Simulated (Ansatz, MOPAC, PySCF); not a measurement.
CH4O (SMILES CO) and GeH4 (SMILES [GeH4]) are pulled apart as rigid monomers along the line of their centres of mass, from the B3LYP-D3(BJ)/def2-TZVP minimum. Starting geometry (charge 0, multiplicity 1):
```csv
atom,x (Å),y (Å),z (Å)
C,-0.4500,0.1717,0.4887
O,0.7908,0.2818,1.1747
H,-1.2532,0.7080,1.0051
H,-0.7026,-0.8870,0.4658
H,-0.3814,0.5359,-0.5415
H,1.0421,1.2101,1.2146
Ge,0.0138,-0.1018,4.2512
H,-0.5302,-1.2962,3.4585
H,-0.5792,1.2060,3.7030
H,1.5447,-0.0566,4.1873
H,-0.4202,-0.2431,5.7238
```

Interaction energies with rigid monomers; basis-set methods are counterpoise corrected unless marked otherwise.

Rows in 6-31G* carry no dispersion term and start afresh at each structure (6-31G* with six Cartesian d functions); the Pople sets are all-electron and without relativity. MP2/6-31G* freezes PySCF's default core, which leaves 3d correlated. The state that AM1, PM6 reach isn't checked.

Programs: Ansatz (a first-principles code); MOPAC for AM1, PM6 (differences of heats of formation); PySCF for 6-31G* rows, the dispersion terms. 

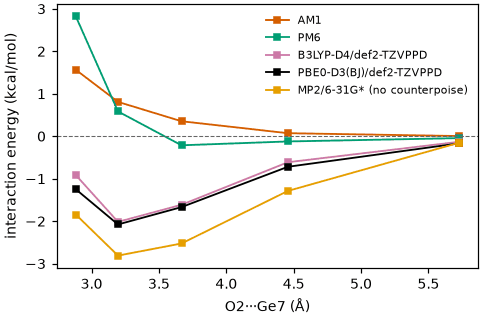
Figure. Interaction energy against separation

Problem. Which level binds most strongly at O2···Ge7 = 3.20, and by how much?

Solution. MP2/6-31G* (no counterpoise), -2.8 kcal/mol.
